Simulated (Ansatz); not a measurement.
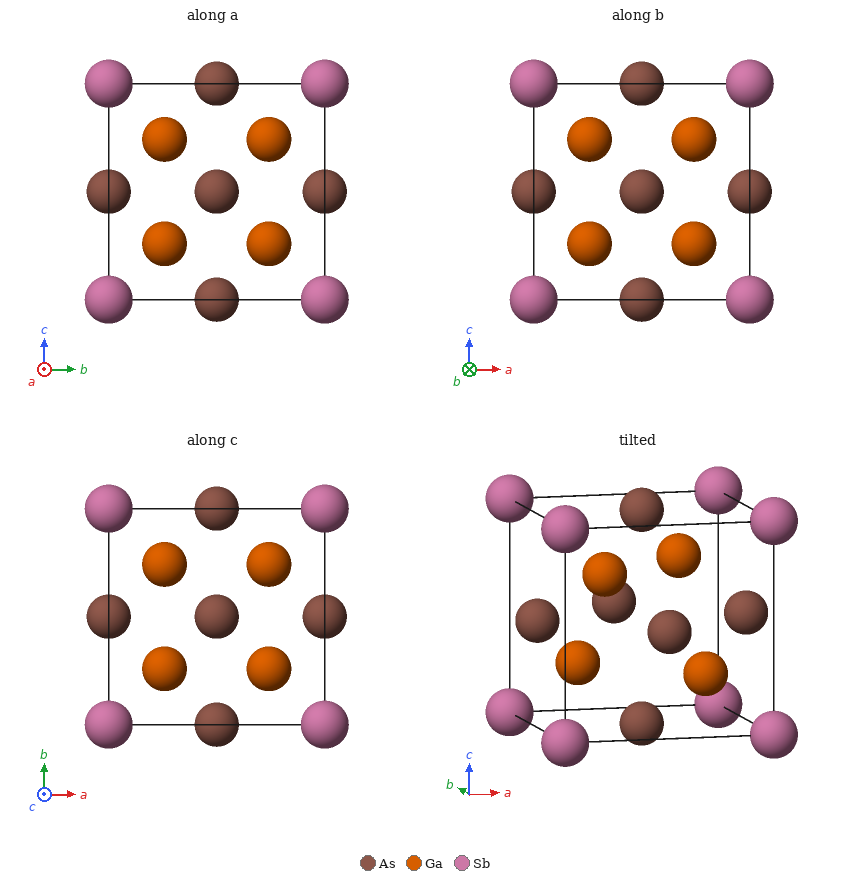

Spheres-only drawing of the structure, looking along the a axis, along the b axis, along the c axis and slightly off an axis. The parallelepiped is the conventional unit cell.

Lattice parameters: a = 5.869 Å, b = 5.869 Å, c = 5.869 Å, α = 90.00°, β = 90.00°, γ = 90.00°.

Q: From the views, write a table of Wyckoff sites, with free fractional coordinates to two decimals.

A: Space group P-43m (No. 215).
```
atom  site     x     y     z
  As    3c  0.00  0.50  0.50
  Ga    4e  0.74  0.26  0.26
  Sb    1a  0.00  0.00  0.00
```

Its origin is a structure type filled with these elements by a generator (whether the compound takes this form wasn't checked). This is the structure after a relaxation with DFT, PBE, plane waves, PAW (Ansatz).
